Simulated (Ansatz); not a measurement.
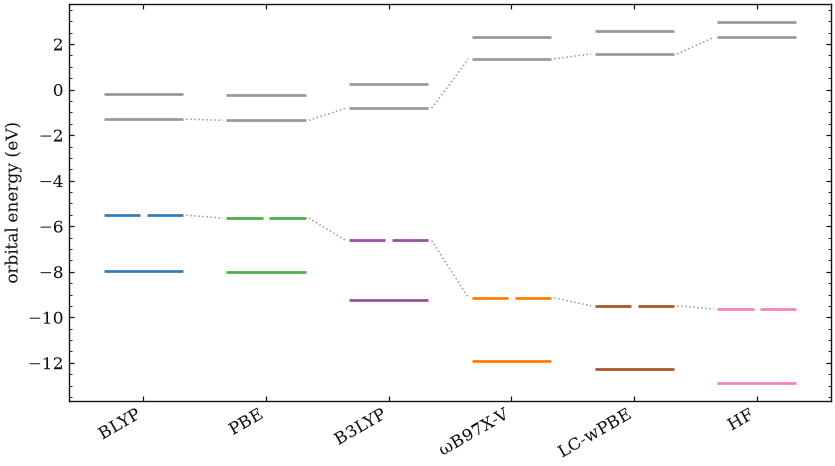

Frontier orbital energies of C₆H₁₅Ga, SMILES C[CH2][Ga]([CH2]C)[CH2]C, singlet at one geometry, def2-TZVPP, the Ansatz code 0.2.0, at a PBE0-D4/def2-TZVP geometry (no frequency check). Empty levels are grey, levels within 0.1 eV stand side by side; all columns show the same few orbitals around the gap. Dotted lines join the HOMOs and the LUMOs.

**Compare the HOMO-LUMO separations.**

The separation grows from 4.22 eV (BLYP) to 11.94 eV (HF).

```csv
level,HOMO (eV),LUMO (eV),separation (eV)
BLYP,−5.52,−1.30,4.22
PBE,−5.64,−1.35,4.30
B3LYP,−6.63,−0.82,5.81
ωB97X-V,−9.14,1.35,10.50
LC-wPBE,−9.49,1.57,11.06
HF,−9.64,2.30,11.94
```

Limits of at least one run: empty levels above zero depend strongly on the basis; no scalar relativity up to krypton; one conformer of a flexible molecule.
